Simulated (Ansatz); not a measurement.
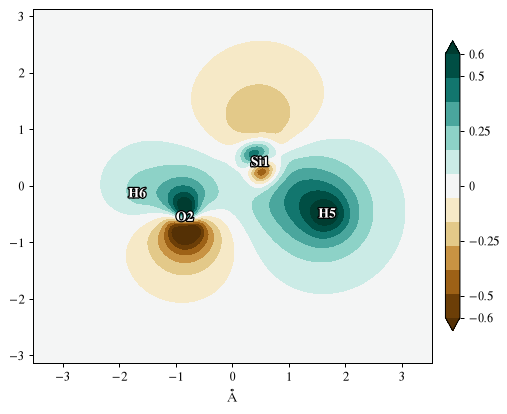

Figure. H₄OSi. The HOMO−1 on the plane of atoms O2, Si1 and H5 (values in Å⁻³ᐟ²; the overall sign is arbitrary).

The reactant side of a reaction path; geometry: PBE0-D4/def2-TZVP.

Method: RKS PBE0-D4/def2-TZVPP (Ansatz).

```xyz
6

Si   -0.3859    0.0682   -0.0525
O     1.2502    0.2255   -0.1693
H    -0.8490   -1.2520   -0.5619
H    -0.8521    0.2043    1.3551
H    -0.9584    1.1549   -0.8790
H     1.7952   -0.4010    0.3076
```

What is the character of this orbital?

By Hirshfeld shares it lies mainly on Si1 (about 30 %), H5 (about 25 %), O2 (about 20 %), H3 (about 10 %) and H4 (about 10 %). Its energy is −9.33 eV.
